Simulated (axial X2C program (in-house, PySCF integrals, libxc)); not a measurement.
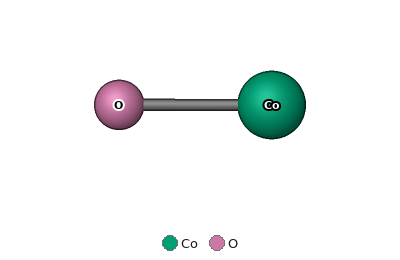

Figure 1. The molecule at the reference distance of 1.605 Å.

# Run report: CoO, relativistic diatomic calculation

System: CoO, single determinant with M_S = 3/2 and |Λ| = 0 (not the lowest found).
Method: PBE0, spin-free X2C-1e, Co dyall-cv3z, O dyall-av3z (cores contracted) (axial X2C program (in-house, PySCF integrals, libxc)).

**Log**
```
spin-free X2C-1e  PBE0
basis functions 162  fitting functions 881  grid points 5073
iter        total energy     max residual
   1      -1468.179673107     5.07e-01
   2      -1468.250710582     4.04e-03
   3      -1468.249944532     1.08e-02
   4      -1468.250729196     2.81e-03
   5      -1468.250775427     1.24e-03
   6      -1468.250788327     1.23e-04
   7      -1468.250788458     3.78e-05
   8      -1468.250788490     1.65e-05
   9      -1468.250788498     6.05e-06
  10      -1468.250788498     2.97e-06
converged
one-electron -2175.84372154  Coulomb 704.64246564  exact exchange -16.66197858  xc functional -51.60392634  nuclear repulsion 71.21637231
```

**The points of the curve**

| R (Å) | E (hartree) | dipole (D; origin at the first atom, positive when the second is positive) | highest filled (eV) | lowest empty (eV) |
| --- | --- | --- | --- | --- |
| 1.396 | −1468.218517 | −3.65 | −6.55 | −2.91 |
| 1.461 | −1468.240028 | −4.29 | −6.50 | −2.97 |
| 1.509 | −1468.248278 | −4.72 | −6.48 | −3.01 |
| 1.557 | −1468.251481 | −5.10 | −6.48 | −3.05 |
| 1.605 | −1468.250788 | −5.44 | −6.51 | −3.12 |
| 1.661 | −1468.246260 | −5.77 | −6.55 | −3.27 |
| 1.717 | −1468.238800 | −6.05 | −6.61 | −3.40 |
| 1.790 | −1468.226306 | −6.33 | −6.69 | −3.54 |
| 1.878 | −1468.208427 | −6.59 | −6.48 | −3.68 |

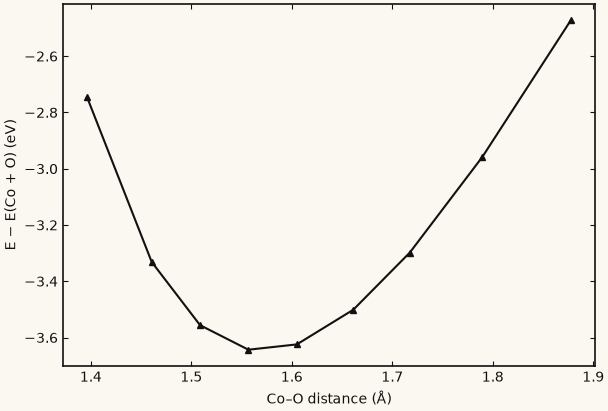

Figure 2. Energy at 9 bond lengths, for one set of occupations held fixed; the line joins the points. A polynomial of degree 6 through 9 points gives rₑ = 1.571 Å, ωₑ = 954.7 cm⁻¹, ωₑxₑ = 4.1 cm⁻¹ and Bₑ = 0.5430 cm⁻¹. The minimum lies 3.65 eV below Co + O, each computed as one determinant at the same level.

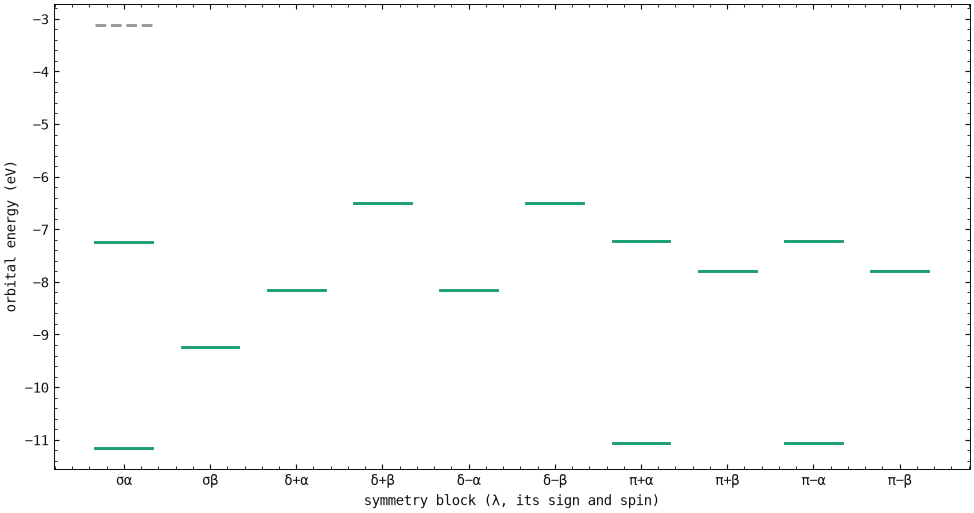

Figure 3. Orbital energies near the frontier at 1.60 Å, filled (solid) and empty (dashed); a label such as π−α means λ = −1 and α spin. The highest filled orbital (δ−β; 99 % Co d) lies at −6.51 eV, the lowest empty one (σα; 35 % Co s, 35 % Co p) at −3.12 eV.

**The input**
```
{"zs": [27, 8], "q": 0, "bas": ["dyall-cv3z", "dyall-av3z"], "levels": ["PBE0", "HF", "PW91"], "cc": true, "r0": 1.6, "thr": -2.0, "nmax": 90, "npts": 10, "nst": 2, "ntry": 6}
```

The line is the task of a batch: nuclear charges, charge, bases, the levels to run, a first guess of the distance and further settings. This report covers PBE0 without spin-orbit coupling. The log is that of the reference distance 1.605 Å.

Launched within a batch (the task file carries these settings):
```bash
python <driver script> task.json out
```

**Results in brief**

- outcome: converged
- bond length rₑ: 1.571 Å
- ωₑ: 954.7 cm⁻¹
- energy at the minimum: −1468.25164 hartree
- depth below the fragments: 3.65 eV
- largest ⟨S²⟩ along the curve: 3.80
- hardware: 1 thread of Intel Xeon (Granite Rapids), 96 GiB of memory available, shared host
- wall time: 3.4 s
- peak memory: 0.94 GiB

**Notes**

To bear in mind: 9 of the 10 points asked for were kept.
